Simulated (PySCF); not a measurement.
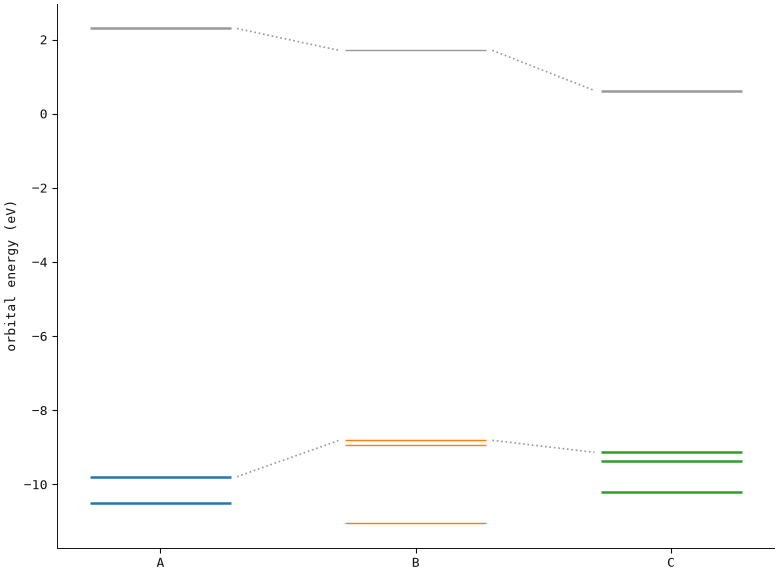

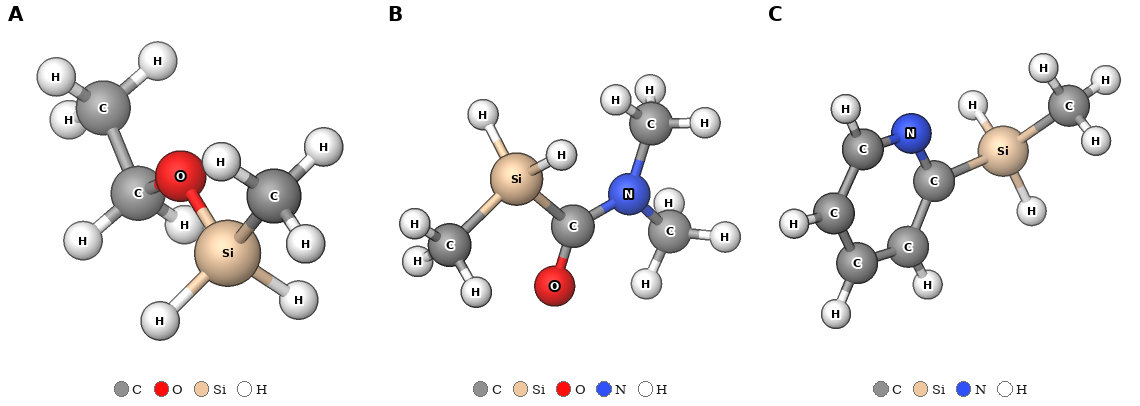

Related molecules: A is C₃H₁₀OSi, SMILES CCO[SiH2]C; B is C₄H₁₁NOSi, SMILES C[SiH2]C(=O)N(C)C; C is C₆H₉NSi, SMILES C[SiH2]c1ccccn1. Frontier orbital energies, ωB97X-D/def2-SVPD, PySCF 2.14.0, at a PBE0-D3(BJ)/def2-SVP geometry (no frequency check); drawn are at most three filled levels and, in grey, the LUMO with any level within 0.03 eV of it; dotted lines join the HOMOs and the LUMOs.

Question: What does the change do to the frontier levels?

Answer: From A to B the HOMO rises by 0.98 eV and the LUMO falls by 0.59 eV, so the separation goes from 12.09 to 10.52 eV. From A to C the HOMO rises by 0.66 eV and the LUMO falls by 1.67 eV, so the separation goes from 12.09 to 9.76 eV.

Question: Does the ΔSCF ionisation energy follow the HOMO?

Answer: A: −ε(HOMO) 9.79, ΔSCF 10.07 eV; B: −ε(HOMO) 8.81, ΔSCF 8.89 eV; C: −ε(HOMO) 9.13, ΔSCF 9.16 eV.

Limits of at least one run: empty levels above zero depend strongly on the basis; one conformer of a flexible molecule.
